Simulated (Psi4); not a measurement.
# triplet CH4BI at 4 levels

Wanted: a comparison of 4 runs (U-r2SCAN/def2-SVPD, UB3LYP/def2-SVPD, UM06-L/def2-SVPD, UPBE0/def2-SVPD) of triplet CH4BI. 

The calculation is run with Psi4 1.11.

## (1) Starting point

CH4BI has 7 atoms, charge 0, and is taken as a triplet. As SMILES of the parent species, `CBI`. The shape is that of a PBE0-D4/def2-TZVP optimisation. That shape belongs to the parent species and isn't relaxed for this state.

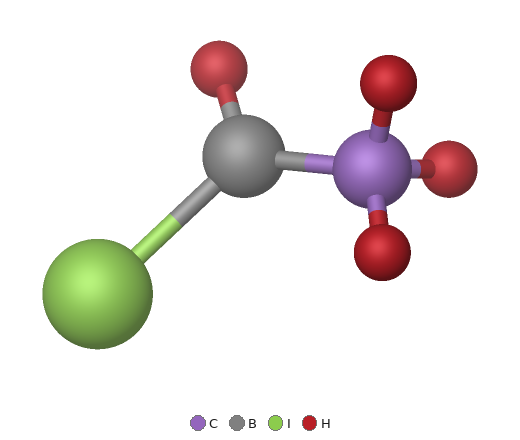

Viewed from a chosen angle; carbon purple, boron grey, iodine green, hydrogen red.

## (2) A single-point energy at U-r2SCAN/def2-SVPD (core potential) (run 1)

run.py

```python
import psi4

psi4.set_memory('1600 MB')
psi4.set_num_threads(1)
psi4.core.set_output_file('ch4bi.out', False)

molecule = psi4.geometry("""
0 3
C     -0.639000     0.008700    -0.392400
B      0.712300    -0.201900     0.327400
I      1.548000     1.263000     1.618000
H     -1.147000     0.948600    -0.180500
H     -0.474800    -0.072100    -1.475000
H     -1.308300    -0.825800    -0.147300
H      1.370000    -1.188400     0.204200
units angstrom
symmetry c1
""")

psi4.set_options({
    'basis': 'def2-SVPD',
    'reference': 'uks',
    'puream': True,
    'e_convergence': 1e-09,
    'd_convergence': 1e-08,
    'scf_type': 'pk',
    'dft_radial_points': 99,
    'dft_spherical_points': 590,
    'maxiter': 200,
})

energy_value, wavefunction = psi4.energy('r2scan', return_wfn=True)
psi4.oeprop(wavefunction, 'MULLIKEN_CHARGES', 'MAYER_INDICES', 'DIPOLE', title='R2SCAN')
print(f'total energy {energy_value:.8f} hartree = {energy_value * 27.211386:.5f} eV')
for k, v in sorted(psi4.core.scalar_variables().items()):
    print(f'{k:45s} {v:18.10f}')
```

The run is started by

```sh
python run.py
```

ch4bi.out:

```text
[...]
    !!!  WARNING: ECP capability is in beta. Please check occupations closely.  !!!
[...]
  Running in c1 symmetry.
[...]
  Nuclear repulsion =   98.781457794691164
[...]
  Multiplicity = 3
[...]
  Nalpha       = 21
  Nbeta        = 19
[...]
    Number of basis functions: 107
[...]
   @UKS iter   1:  -362.31114483334164   -1.60439e+00   9.27117e-03 ADIIS/DIIS
[...]
   @UKS iter  16:  -362.96032749940986   -3.46745e-12   3.77500e-09 DIIS
[...]
   @S^2 Observed:                2.007920608E+00
[...]
    Orbital Energies [Eh]
    ---------------------
    Alpha Occupied:
       1A    -10.034489     2A     -6.839577     3A     -6.621840
       4A     -4.861855     5A     -4.852044     6A     -4.844645
       7A     -1.913882     8A     -1.911964     9A     -1.905933
      10A     -1.897808    11A     -1.897561    12A     -0.722786
      13A     -0.658129    14A     -0.452268    15A     -0.390718
      16A     -0.367269    17A     -0.343166    18A     -0.312937
      19A     -0.296809    20A     -0.295412    21A     -0.105795
    Alpha Virtual:
      22A     -0.011531    23A      0.016578    24A      0.042543
      25A      0.047984    26A      0.053181    27A      0.073160
[...]
  @UKS Final Energy:  -362.96032749940986
   => Energetics <=
    Nuclear Repulsion Energy =             98.7814577946911641
    One-Electron Energy =                -799.8984652893090015
    Two-Electron Energy =                 371.3869360147585326
    DFT Exchange-Correlation Energy =     -33.2302560195505450
    Empirical Dispersion Energy =           0.0000000000000000
    VV10 Nonlocal Energy =                  0.0000000000000000
    Total Energy =                       -362.9603274994098570
[...]
 Multipole Moments:
 ------------------------------------------------------------------------------------
     Multipole            Electronic (a.u.)      Nuclear  (a.u.)        Total (a.u.)
 ------------------------------------------------------------------------------------
 L = 1.  Multiply by 2.5417464519 to convert [e a0] to [Debye]
 Dipole X            :         26.1990742          -26.1026840            0.0963902
 Dipole Y            :         21.9076013          -21.3874710            0.5201303
 Dipole Z            :         27.7548792          -27.4242748            0.3306044
 Magnitude           :                                                    0.6237995
[...]
  Mulliken Charges: (a.u.)
   Center  Symbol    Alpha    Beta     Spin     Total
       1     C     2.89283  2.91317 -0.02034  0.19401
       2     B     3.31942  2.14288  1.17654 -0.46230
       3     I    12.90999 12.08693  0.82305  0.00308
       4     H     0.52746  0.52565  0.00180 -0.05311
       5     H     0.52218  0.49879  0.02338 -0.02097
       6     H     0.52236  0.50184  0.02051 -0.02420
       7     H     0.30577  0.33073 -0.02496  0.36349
   Total alpha = 21.00000, Total beta = 19.00000, Total charge = -0.00000
  Mayer Bond Indices:
[...]
```

The script printed:

```text
total energy -362.96032750 hartree = -9876.65357 eV
CURRENT ENERGY                                   -362.9603274994
CURRENT REFERENCE ENERGY                         -362.9603274994
DD SOLVATION ENERGY                                 0.0000000000
DFT FUNCTIONAL TOTAL ENERGY                      -362.9603274994
DFT TOTAL ENERGY                                 -362.9603274994
DFT VV10 ENERGY                                     0.0000000000
DFT XC ENERGY                                     -33.2302560196
GRID ELECTRONS ALPHA                               21.0000004059
GRID ELECTRONS BETA                                19.0000002744
GRID ELECTRONS TOTAL                               40.0000006803
NUCLEAR REPULSION ENERGY                           98.7814577947
ONE-ELECTRON ENERGY                              -799.8984652893
PCM POLARIZATION ENERGY                             0.0000000000
PE ENERGY                                           0.0000000000
SCF ITERATION ENERGY                             -362.9603274994
SCF ITERATIONS                                     16.0000000000
SCF TOTAL ENERGY                                 -362.9603274994
TWO-ELECTRON ENERGY                               371.3869360148
XC GRID RADIAL POINTS                              99.0000000000
XC GRID SPHERICAL POINTS                          590.0000000000
XC GRID TOTAL POINTS                           390667.0000000000
```

It took 2.2 min on 1 thread of AMD EPYC 7R43 (Zen 3), shared host; peak memory 0.62 GiB.

## (3) Energy and gradient at UB3LYP/def2-SVPD (core potential) (run 2)

ch4bi.xyz

```xyz
7
CH4BI
C     -0.639000     0.008700    -0.392400
B      0.712300    -0.201900     0.327400
I      1.548000     1.263000     1.618000
H     -1.147000     0.948600    -0.180500
H     -0.474800    -0.072100    -1.475000
H     -1.308300    -0.825800    -0.147300
H      1.370000    -1.188400     0.204200
```

run.py

```python
import psi4

psi4.set_memory(1600000000)
psi4.set_num_threads(1)
psi4.core.set_output_file('run.log', False)

with open('ch4bi.xyz') as f:
    atoms = ''.join(f.readlines()[2:])
mol = psi4.geometry('0 3\n' + atoms + 'symmetry c1\nno_reorient\nno_com')

psi4.set_options({
    'reference': 'uks',
    'puream': True,
    'e_convergence': 1e-09,
    'd_convergence': 1e-08,
    'scf_type': 'pk',
    'dft_radial_points': 99,
    'dft_spherical_points': 590,
    'maxiter': 200,
})

E, wfn = psi4.gradient('b3lyp/def2-SVPD', return_wfn=True)
psi4.oeprop(wfn, 'QUADRUPOLE', 'LOWDIN_CHARGES', 'WIBERG_LOWDIN_INDICES')
print('gradient / Eh bohr^-1')
print(E.np.round(6))
print(f'energy = {wfn.energy():.10f} Eh')
for k, v in sorted(psi4.core.scalar_variables().items()):
    print(f'{k:45s} {v:18.10f}')
```

The run is started by

```sh
python run.py
```

run.log (excerpt; [...] marks lines left out):

```text
[...]
    !!!  WARNING: ECP capability is in beta. Please check occupations closely.  !!!
[...]
  Running in c1 symmetry.
[...]
  Nuclear repulsion =   98.781457794691164
[...]
  Multiplicity = 3
[...]
  Nalpha       = 21
  Nbeta        = 19
[...]
    Number of basis functions: 107
[...]
   @UKS iter   1:  -362.35377135039607   -1.69253e+00   9.06672e-03 ADIIS/DIIS
[...]
   @UKS iter  17:  -362.98541601008299   -6.92921e-11   8.98419e-09 DIIS
[...]
   @S^2 Observed:                2.004307261E+00
[...]
  @UKS Final Energy:  -362.98541601008299
   => Energetics <=
    Nuclear Repulsion Energy =             98.7814577946911641
    One-Electron Energy =                -799.8025630269773956
    Two-Electron Energy =                 364.9739714386746527
    DFT Exchange-Correlation Energy =     -26.9382822164714106
    Empirical Dispersion Energy =           0.0000000000000000
    VV10 Nonlocal Energy =                  0.0000000000000000
    Total Energy =                       -362.9854160100829858
[...]
  -Total Gradient:
     Atom            X                  Y                   Z
    ------   -----------------  -----------------  -----------------
       1        0.018811848264     0.005541932804     0.015917279033
       2       -0.010991260182    -0.000382911695    -0.007899138046
       3       -0.007561639381    -0.005945342542    -0.007730434185
       4        0.003226735747    -0.004490905227    -0.000780211034
       5        0.001398186975    -0.003801472974     0.005766747599
       6        0.006176485751     0.000954185154    -0.002911223141
       7       -0.011056314241     0.008123502763    -0.002361014982
[...]
 Multipole Moments:
 ------------------------------------------------------------------------------------
     Multipole            Electronic (a.u.)      Nuclear  (a.u.)        Total (a.u.)
 ------------------------------------------------------------------------------------
[...]
```

Standard output:

```text
gradient / Eh bohr^-1
[[ 0.018812  0.005542  0.015917]
 [-0.010991 -0.000383 -0.007899]
 [-0.007562 -0.005945 -0.00773 ]
 [ 0.003227 -0.004491 -0.00078 ]
 [ 0.001398 -0.003801  0.005767]
 [ 0.006176  0.000954 -0.002911]
 [-0.011056  0.008124 -0.002361]]
energy = -362.9854160101 Eh
CURRENT ENERGY                                   -362.9854160101
CURRENT REFERENCE ENERGY                         -362.9854160101
DD SOLVATION ENERGY                                 0.0000000000
DFT FUNCTIONAL TOTAL ENERGY                      -362.9854160101
DFT TOTAL ENERGY                                 -362.9854160101
DFT VV10 ENERGY                                     0.0000000000
DFT XC ENERGY                                     -26.9382822165
GRID ELECTRONS ALPHA                               21.0000003791
GRID ELECTRONS BETA                                19.0000002445
GRID ELECTRONS TOTAL                               40.0000006236
NUCLEAR REPULSION ENERGY                           98.7814577947
ONE-ELECTRON ENERGY                              -799.8025630270
PCM POLARIZATION ENERGY                             0.0000000000
PE ENERGY                                           0.0000000000
SCF ITERATION ENERGY                             -362.9854160101
SCF ITERATIONS                                     17.0000000000
SCF TOTAL ENERGY                                 -362.9854160101
TWO-ELECTRON ENERGY                               364.9739714387
XC GRID RADIAL POINTS                              99.0000000000
XC GRID SPHERICAL POINTS                          590.0000000000
XC GRID TOTAL POINTS                           390663.0000000000
```

Wall time 58 s (1 thread of AMD EPYC 7R43 (Zen 3), shared host); peak memory 0.61 GiB.

Run 3 isn't shown in full; the table further down has it.

## (4) A single-point energy at UPBE0/def2-SVPD (core potential) (run 4)

run.py

```python
import psi4

psi4.set_memory('1600 MB')
psi4.set_num_threads(1)
psi4.core.set_output_file('ch4bi.out', False)

mol = psi4.geometry("""
0 3
C     -1.20753499     0.01644062    -0.74152853
B      1.34605192    -0.38153570     0.61869633
I      2.92529604     2.38672410     3.05757687
H     -2.16751586     1.79259420    -0.34109557
H     -0.89724196    -0.13624925    -2.78734603
H     -2.47232869    -1.56053583    -0.27835666
H      2.58892479    -2.24575053     0.38588207
units au
symmetry c1
no_reorient
no_com
""")

psi4.set_options({
    'basis': 'def2-SVPD',
    'reference': 'uks',
    'puream': True,
    'e_convergence': 1e-09,
    'd_convergence': 1e-08,
    'scf_type': 'pk',
    'dft_radial_points': 99,
    'dft_spherical_points': 590,
    'maxiter': 200,
})

e, wfn = psi4.energy("pbe0", molecule=mol, return_wfn=True)
psi4.oeprop(wfn, "DIPOLE", "WIBERG_LOWDIN_INDICES", "MAYER_INDICES")
print(f'pbe0 energy: {e:.10f} Eh')
for k, v in sorted(psi4.core.scalar_variables().items()):
    print(f'{k:45s} {v:18.10f}')
```

The run is started by

```sh
python run.py
```

ch4bi.out:

```text
[...]
    !!!  WARNING: ECP capability is in beta. Please check occupations closely.  !!!
[...]
  Running in c1 symmetry.
[...]
  Nuclear repulsion =   98.781457858958944
[...]
  Multiplicity = 3
[...]
  Nalpha       = 21
  Nbeta        = 19
[...]
    Number of basis functions: 107
[...]
   @UKS iter   1:  -362.25718501133287   -1.77753e+00   8.55426e-03 DIIS/ADIIS
[...]
   @UKS iter  18:  -362.81204096469554   -5.07612e-11   6.57091e-09 DIIS
[...]
   @S^2 Observed:                2.005489989E+00
[...]
    Orbital Energies [Eh]
    ---------------------
    Alpha Occupied:
       1A    -10.214184     2A     -6.961001     3A     -6.770680
       4A     -4.978955     5A     -4.966695     6A     -4.959893
       7A     -2.005536     8A     -2.003187     9A     -1.997285
      10A     -1.987844    11A     -1.987486    12A     -0.780353
      13A     -0.708032    14A     -0.494113    15A     -0.430669
      16A     -0.406666    17A     -0.381436    18A     -0.347699
      19A     -0.335548    20A     -0.330201    21A     -0.130210
    Alpha Virtual:
      22A     -0.002673    23A      0.014738    24A      0.031306
      25A      0.041198    26A      0.046961    27A      0.071688
[...]
  @UKS Final Energy:  -362.81204096469554
   => Energetics <=
    Nuclear Repulsion Energy =             98.7814578589589445
    One-Electron Energy =                -799.8156056678103596
    Two-Electron Energy =                 363.4050694475756131
    DFT Exchange-Correlation Energy =     -25.1829626034197140
    Empirical Dispersion Energy =           0.0000000000000000
    VV10 Nonlocal Energy =                  0.0000000000000000
    Total Energy =                       -362.8120409646955409
[...]
 Multipole Moments:
 ------------------------------------------------------------------------------------
     Multipole            Electronic (a.u.)      Nuclear  (a.u.)        Total (a.u.)
 ------------------------------------------------------------------------------------
 L = 1.  Multiply by 2.5417464519 to convert [e a0] to [Debye]
 Dipole X            :        -69.4938610           69.6692889            0.1754280
 Dipole Y            :        -55.0971858           55.7091263            0.6119405
 Dipole Z            :        -71.6348526           72.0628160            0.4279634
 Magnitude           :                                                    0.7670716
[...]
```

The script printed:

```text
pbe0 energy: -362.8120409647 Eh
CURRENT ENERGY                                   -362.8120409647
CURRENT REFERENCE ENERGY                         -362.8120409647
DD SOLVATION ENERGY                                 0.0000000000
DFT FUNCTIONAL TOTAL ENERGY                      -362.8120409647
DFT TOTAL ENERGY                                 -362.8120409647
DFT VV10 ENERGY                                     0.0000000000
DFT XC ENERGY                                     -25.1829626034
GRID ELECTRONS ALPHA                               21.0000004161
GRID ELECTRONS BETA                                19.0000002705
GRID ELECTRONS TOTAL                               40.0000006866
NUCLEAR REPULSION ENERGY                           98.7814578590
ONE-ELECTRON ENERGY                              -799.8156056678
PCM POLARIZATION ENERGY                             0.0000000000
PE ENERGY                                           0.0000000000
SCF ITERATION ENERGY                             -362.8120409647
SCF ITERATIONS                                     18.0000000000
SCF TOTAL ENERGY                                 -362.8120409647
TWO-ELECTRON ENERGY                               363.4050694476
XC GRID RADIAL POINTS                              99.0000000000
XC GRID SPHERICAL POINTS                          590.0000000000
XC GRID TOTAL POINTS                           390665.0000000000
```

Run time: 50 s. Hardware: 1 thread of AMD EPYC 7R43 (Zen 3), shared host; peak memory 0.6 GiB.

## (5) Overview of the runs

```
run                                level      task  energy (Eh)  dipole moment (D)  HOMO energy (eV)   ⟨S²⟩  wall time
  1  U-r2SCAN/def2-SVPD (core potential)    energy  -362.960327               1.59             -2.88  2.008    2.2 min
  2    UB3LYP/def2-SVPD (core potential)  gradient  -362.985416               1.84             -3.29  2.004       58 s
  3    UM06-L/def2-SVPD (core potential)  gradient  -363.049286               1.61             -2.59  2.008    1.8 min
  4     UPBE0/def2-SVPD (core potential)    energy  -362.812041               1.95             -3.54  2.005       50 s
```

## (6) What came out

| quantity | value |
| --- | --- |
| run 4: total energy | -362.81204 Eh |
| run 4: dipole moment | 1.95 D |
| run 4: HOMO energy (highest over α and β) | -3.54 eV |
| run 4: ⟨S²⟩ | 2.005 |

**Reading.** The dipole moment (its size) runs from 1.59 D (U-r2SCAN/def2-SVPD) to 1.95 D (UPBE0/def2-SVPD). Totals of different functionals can't be ranked against each other. All runs together took 5.7 min, the longest 2.2 min.
